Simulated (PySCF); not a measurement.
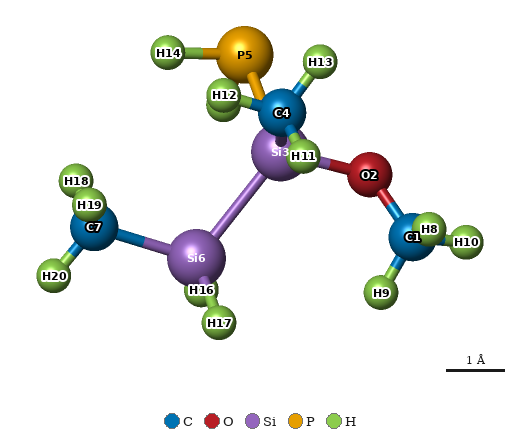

The structure as given in the input (ball-and-stick view, seen at a tilt; atoms are numbered from 1 in the order of the input).

Excited-state calculation, with input and output: C3H13OPSi2

System: C3H13OPSi2.
Method: TDDFT PBE0/def2-SVPD, vertical, gas phase, core orbitals frozen in the response (PySCF 2.14.0).

The geometry comes from this level: PBE0-D3(BJ)/def2-SVP. It belongs to a series of runs on one base structure; here: constitutional isomer.

The program's output
```
coarse grid: 17280 points
cycle   1  E = -1116.4952650259  dE =  1.877e-01  |g| = 6.927e-01  |ddm| = 5.715e+00
cycle   2  E = -1116.3482079281  dE =  1.471e-01  |g| = 1.100e+00  |ddm| = 1.923e+00
cycle   3  E = -1116.5955791751  dE = -2.474e-01  |g| = 1.305e-01  |ddm| = 1.184e+00
cycle   4  E = -1116.5989738462  dE = -3.395e-03  |g| = 4.263e-02  |ddm| = 1.834e-01
cycle   5  E = -1116.5994432535  dE = -4.694e-04  |g| = 7.063e-03  |ddm| = 6.623e-02
cycle   6  E = -1116.5994595743  dE = -1.632e-05  |g| = 1.570e-03  |ddm| = 1.995e-02
cycle   7  E = -1116.5994604153  dE = -8.409e-07  |g| = 2.721e-04  |ddm| = 4.451e-03
final grid: 150448 points
cycle   8  E = -1116.7399480430  dE = -2.784e-05  |g| = 9.701e-03  |ddm| = 1.037e-01
cycle   9  E = -1116.7399286211  dE =  1.942e-05  |g| = 1.371e-02  |ddm| = 2.694e-02
cycle  10  E = -1116.7399689661  dE = -4.034e-05  |g| = 1.571e-03  |ddm| = 1.589e-02
cycle  11  E = -1116.7399695355  dE = -5.694e-07  |g| = 1.320e-04  |ddm| = 1.866e-03
cycle  12  E = -1116.7399695394  dE = -3.862e-09  |g| = 6.415e-05  |ddm| = 4.347e-04
cycle  13  E = -1116.7399695407  dE = -1.366e-09  |g| = 1.616e-05  |ddm| = 1.660e-04
cycle  14  E = -1116.7399695408  dE = -7.140e-11  |g| = 3.195e-06  |ddm| = 3.131e-05
```

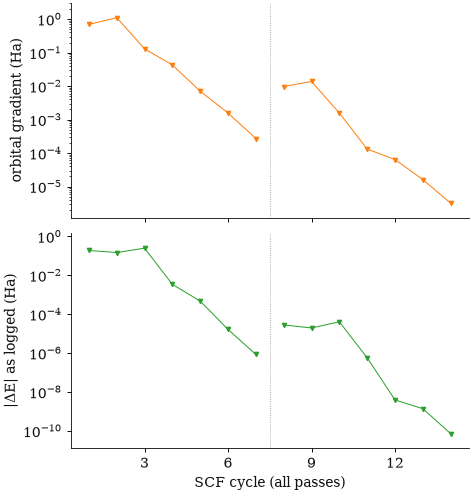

Convergence of the self-consistent field: orbital gradient and size of the energy change against the SCF cycle. The dotted line marks the change from a coarse to the final integration grid. The first 7 cycles use a coarse grid, the final grid takes over at cycle 8, and the field converges after 14 cycles in all.

```
converged SCF energy = -1116.7399695408

Static polarisability (au): isotropic 126.941, principal 113.983 129.120 137.720

Singlet excitations
state   eV       nm        f      main configurations
  1   5.7725    214.8   0.07960   H->L 0.82
  2   6.0633    204.5   0.04639   H->L+1 0.88
  3   6.2016    199.9   0.03410   H->L+2 0.79
  4   6.4162    193.2   0.06759   H->L+3 0.75, H-1->L 0.09, H->L+4 0.08
  5   6.4935    190.9   0.12240   H-1->L 0.73
  6   6.7939    182.5   0.08602   H->L+4 0.67, H-1->L+1 0.15, H->L+3 0.10
  7   6.8458    181.1   0.02390   H-1->L+1 0.76, H->L+4 0.16
  8   7.0644    175.5   0.01201   H-1->L+2 0.78, H->L+6 0.10
  9   7.1619    173.1   0.09823   H->L+5 0.49, H-1->L+3 0.28, H->L+7 0.10
 10   7.2030    172.1   0.03661   H->L+6 0.54, H-1->L+3 0.15, H-1->L+2 0.09

Triplet excitations (Tamm-Dancoff, eV): 4.9531 5.4075 5.5141 5.8677
Vertical ionisation energy (delta-SCF) = 8.5615 eV
```

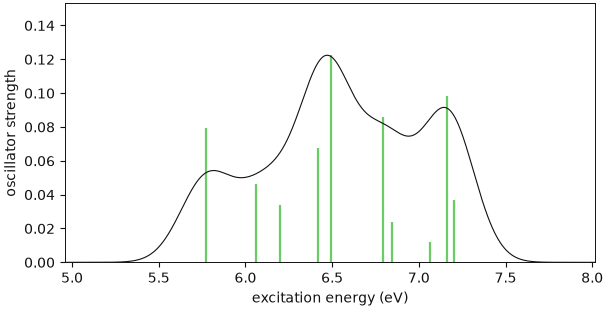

Computed excitations as sticks (degenerate states added up, dark ones marked on the axis), with a Gaussian envelope of 0.35 eV full width at half maximum, scaled to the tallest. Of the 10 states the lowest lies at 5.77 eV (f = 0.080); the strongest line is at 6.49 eV, or 191 nm (f = 0.122).

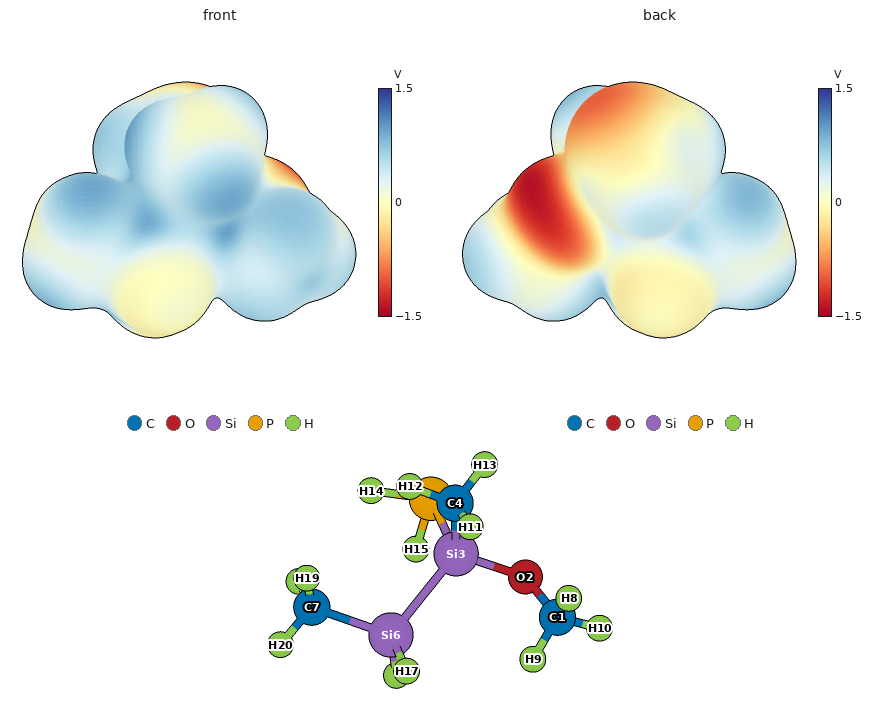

The molecular electrostatic potential painted on the density surface at 0.002 e/bohr³, seen face on and from behind; the colour scale runs from red (negative) to blue (positive). The bare structure is drawn below in the same view.

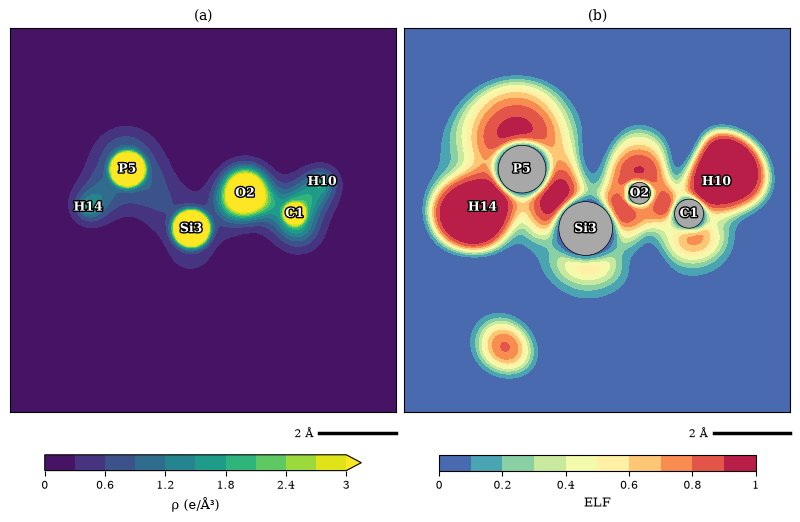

(a) total electron density; (b) ELF on the plane of atoms O2, Si3 and P5. Grey discs, where drawn, cover atomic cores. Si–P (2.26 Å): ρ at the midpoint is about 0.73 e/Å³, with its minimum of 0.62 e/Å³ about 0.8 Å from Si; the ELF peaks at about 0.95 between the atoms, which marks a shared electron pair. P–H (1.43 Å): ρ is about 1 e/Å³ halfway; the ELF climbs to about 1 towards the hydrogen.

This output came from the following input.

Input
```
{"job": {"kind": "uv", "xc": "PBE0", "basis": "def2-SVPD", "ip": true}, "charge": 0, "multiplicity": 1}
C     -2.675467     1.062545    -0.457069
O     -2.159765    -0.123258     0.075860
Si    -0.560328    -0.333758     0.527713
C     -0.154634     0.658519     2.071441
P     -0.438079    -2.529342     1.065348
Si     0.900753     0.202997    -1.237282
C      2.669242    -0.264219    -0.768428
H     -2.670624     1.888170     0.278877
H     -2.113602     1.402022    -1.348073
H     -3.718951     0.890479    -0.762347
H     -0.269080     1.739045     1.890271
H      0.884832     0.480041     2.390139
H     -0.822898     0.373432     2.899252
H      0.979369    -2.472429     1.256010
H     -0.326862    -2.974395    -0.288176
H      0.476841    -0.557501    -2.457944
H      0.846205     1.662828    -1.585024
H      2.737203    -1.337206    -0.533026
H      3.003770     0.302271     0.114254
H      3.363792    -0.049233    -1.594650
```

The first line tells a small driver script what to run in PySCF; the rest is the geometry in Å.

Launched with:
```bash
OMP_NUM_THREADS=1 python <driver script> task.json out
```

Key numbers

| quantity | value |
| --- | --- |
| outcome | converged |
| total energy | −1116.739970 hartree |
| HOMO | −6.90 eV |
| LUMO | −0.09 eV |
| dipole moment | 1.93 D |
| mean polarisability | 126.94 a.u. |
| vertical ionisation energy | 8.56 eV |
| lowest singlet excitation | 5.77 eV |
| hardware | 1 CPU thread, shared host |
| wall time | 4.6 min |
| peak memory | 1.1 GiB |
